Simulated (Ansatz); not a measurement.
The calculation's input:

```
crystal:
  periodic: [false, false, false]
  atoms:
    - { symbol: Sn, position_ang: [-0.664325, -0.10106, -0.315881] }
    - { symbol: H, position_ang: [0.067177, 0.297759, 2.514037] }
    - { symbol: H, position_ang: [0.916197, -0.220638, 0.279602] }
    - { symbol: Cl, position_ang: [-0.746021, 1.82688, -1.662621] }
    - { symbol: Cl, position_ang: [-0.92858, -1.914513, -1.797675] }
    - { symbol: P, position_ang: [-2.587249, 0.014467, 1.235271] }
    - { symbol: H, position_ang: [-3.518601, -0.459527, 0.286314] }
    - { symbol: H, position_ang: [-2.326332, -1.247632, 1.815512] }
    - { symbol: H, position_ang: [-0.543967, 0.492165, 2.819441] }
basis:
  gaussian: { orbitals: def2-SVP }
hamiltonian:
  xc: hf
relax:
  f_tol: 0.03
  max_steps: 50
output:
  orbitals: {}
```

Command:

```sh
ansatz run input.yaml --threads 2 --pin off --max-ram 3072MiB --backend cpu --events-out ev --progress --plain --runs-dir out
```

The fields are those of the run's last geometry, not of the input's.

Core potentials replace the inner electrons of Sn.

The calculation used Ansatz, RHF/def2-SVP.

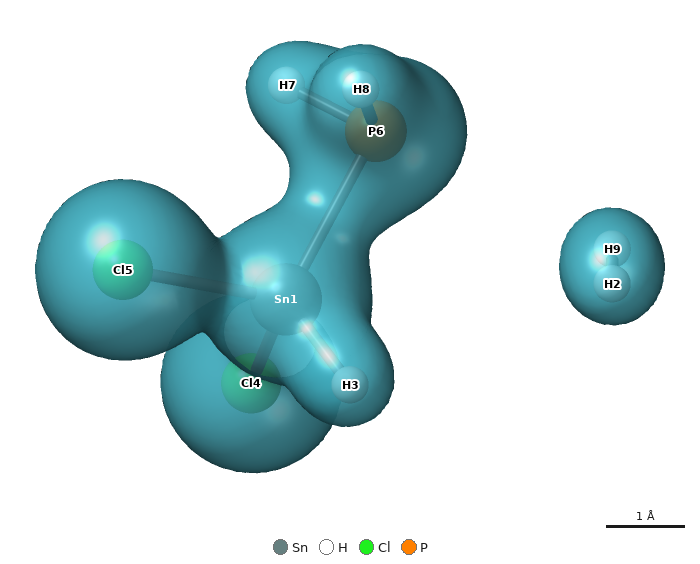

Cl2H3PSn···H2. Isosurface of the electron density at 0.3 e/Å³ (cyan), seen at a tilt.

What does this surface tell about the bonding?

Answer. At this value the surface falls into two separate pieces. It bridges the sampled Sn–Cl (2.35 Å), Sn–P (2.51 Å), H–H (0.75 Å) and P–H (1.41 Å) contacts, where the density stays above the isovalue. On the grid the lowest density along these lines, outside the cores, is 0.52 e/Å³ (Sn–Cl, 2.35 Å), 0.54 e/Å³ (Sn–P, 2.51 Å), 1.7 e/Å³ (H–H, 0.75 Å) and 1.1 e/Å³ (P–H, 1.41 Å).
